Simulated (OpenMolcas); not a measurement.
# Predicting a hybrid from its neighbours: CHClGaNO

CHClGaNO: 6 atoms, total charge 0, spin state singlet. As SMILES, `O=C=[N][GaH][Cl]`. Geometry: relaxed at PBE0-D4/def2-TZVP. This is one conformer, not always the lowest.

The vertical ionisation energy (to the doublet cation) y, in eV, basis 6-31G(d); a is the functional's share of exact exchange. Programs: OpenMolcas 26.06.

```
functional     program     a  y (eV)
    revPBE  OpenMolcas     0   10.39
      BLYP  OpenMolcas     0   10.25
     B3LYP  OpenMolcas   0.2   10.78
      PBE0  OpenMolcas  0.25       ?
     BHLYP  OpenMolcas   0.5   11.06
```

**Question.** Fit y = c + s·a to the known rows and predict PBE0.

**Answer.** 
1. Means of the 4 rows: a = 0.1750, y = 10.620.
2. Σ(Δa)² = 0.1675, Σ(Δa·Δy) = 0.252, so the slope is 0.252/0.1675 = 1.5045.
3. Intercept: 10.620 − (1.5045) × 0.1750 = 10.357. The largest residual of the fit is 0.12.
4. PBE0: 10.357 + (1.5045) × 0.25 = 10.73 eV.

The run gave 10.88 eV, so the prediction is off by -0.15 eV, about the largest residual. The rows mix families of semi-local functionals, which the line can't see.

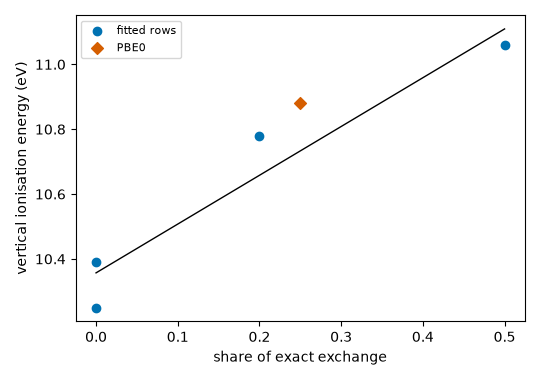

The fitted line, with the withheld row.
